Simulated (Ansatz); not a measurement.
# CH2FSe (SMILES FC=[SeH+]) (charge +1): what the fields show

```xyz
5

C    -0.6802    0.4557   -0.0680
F    -0.5677   -0.3994   -0.9919
Se    0.5195    0.6703    1.2370
H    -1.5839    1.0873   -0.1026
H     1.4043   -0.4041    0.7273
```

Geometry: PBE0-D3(BJ)/def2-SVP.

The calculation used Ansatz, isolated molecule in a Gaussian basis; Kohn-Sham density functional theory, functional PBE0.

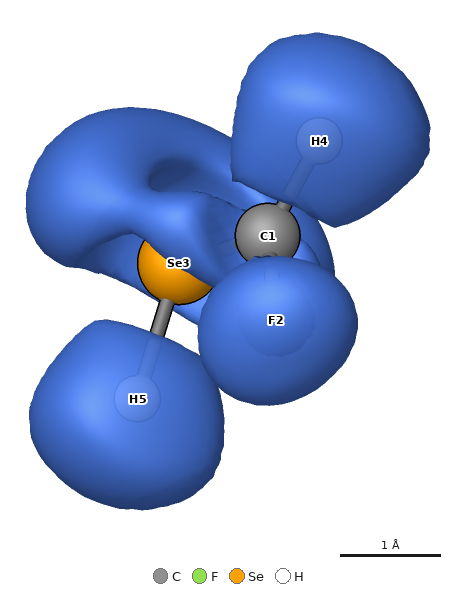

Figure 1. Isosurface of the ELF at 0.75 (blue), seen at an oblique angle. Only the valence region is drawn (cores and ρ < 0.01 e/Å³ removed).

> Identify the bonds, lone pairs and shells in this picture.

The surface consists of two regions around hydrogen nuclei, one region on F in which the atom's valence shell and bonds are merged and one region on Se in which the atom's valence shell and bonds are merged. Along the contacts the grid gives the following. C–F (1.26 Å): the ELF peaks at about 0.85 between the atoms (a polar covalent bond). C–Se (1.79 Å): the ELF peaks at about 0.90 between the atoms (a covalent bond).

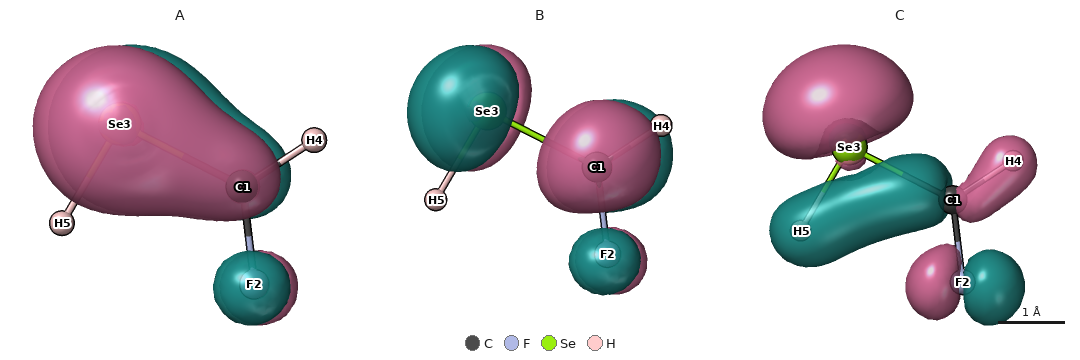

Figure 2. Three frontier orbitals at ±0.15 Å⁻³ᐟ² (teal and pink are the two phases), in no order.

> Order the three orbitals by energy and name them.

C is the HOMO−1 (−17.06 eV). It lies mainly on Se3 (about 60 %), F2 (about 20 %), C1 (about 10 %) and H5 (about 5 %); it is symmetric in the molecular plane (an in-plane orbital: σ, lone-pair or in-plane π type). A is the HOMO (−15.32 eV). It lies mainly on Se3 (about 70 %), C1 (about 20 %) and F2 (about 10 %); it changes sign across the molecular plane (π type); π-antibonding (a node) across C1–F2. B is the LUMO (−9.40 eV). By Hirshfeld shares it lies mainly on C1 (about 45 %), Se3 (about 35 %) and F2 (about 10 %); it changes sign across the molecular plane (π type); π-antibonding (a node) across C1–Se3.

> What is the HOMO–LUMO gap?

5.92 eV between the orbital energies.

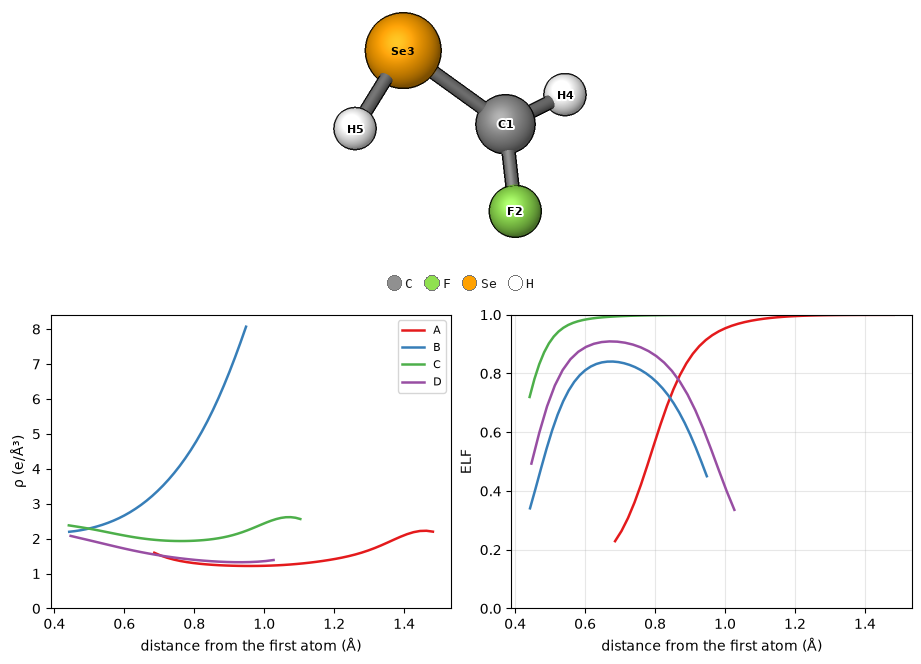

Figure 3. Total electron density and electron localisation function along straight lines between neighbouring atoms. The curves leave out the atomic cores. The structure is drawn too.

> Which curve belongs to which contact (C–F, C–H, C–Se and Se–H)? The first atom named is at distance zero.

Curve A: Se–H (1.48 Å): the density is about 1.4 e/Å³ at the midpoint; the ELF climbs to about 1 towards the hydrogen, as it does in any bond to H. Curve B: C–F (1.26 Å): ρ at the midpoint is about 2.9 e/Å³; the ELF peaks at about 0.85 between the atoms; a shared but strongly polarised pair. Curve C: C–H (1.10 Å): ρ is about 2.2 e/Å³ halfway; the ELF climbs to about 1 towards the hydrogen: a covalent bond by its length. Curve D: C–Se (1.79 Å): ρ is about 1.3 e/Å³ halfway; the ELF peaks at about 0.90 between the atoms: a covalent bond.
